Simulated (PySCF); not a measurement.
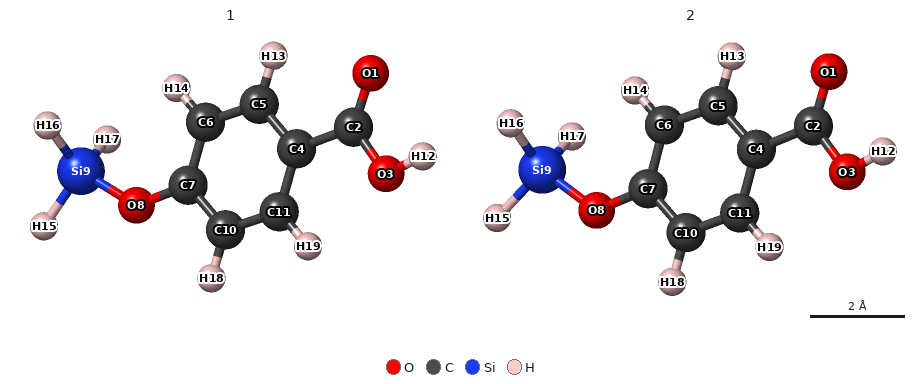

Two geometries of C7H8O3Si, drawn at one scale. One is the start of a relaxation, the other its converged end. Style: ball-and-stick. Shown at a tilt.

Method: PySCF, PBE0-D3(BJ)/def2-SVP geometry optimisation, gas phase. 

> Which one is relaxed?

Structure 2 is the relaxed one. The start comes from GFN2-xTB. Over 10 geometry steps the energy falls by 14.1 kJ/mol. The largest move after the best rigid fit is that of H15, 0.27 Å. By element the largest moves are H 0.27 Å, O 0.11 Å, C 0.08 Å, Si 0.04 Å. Some distances before and after: O8–Si9 1.631 → 1.684 Å, Si9–H15 1.453 → 1.484 Å, Si9–H16 1.464 → 1.492 Å, C10–H18 1.079 → 1.091 Å. Among the angles between lasting bonds that change: O8–Si9–H15 98.7° → 104.8°, C7–O8–Si9 134.6° → 128.7°, C2–O3–H12 109.3° → 106.0°. The run took about 11 core-minutes on a shared host.
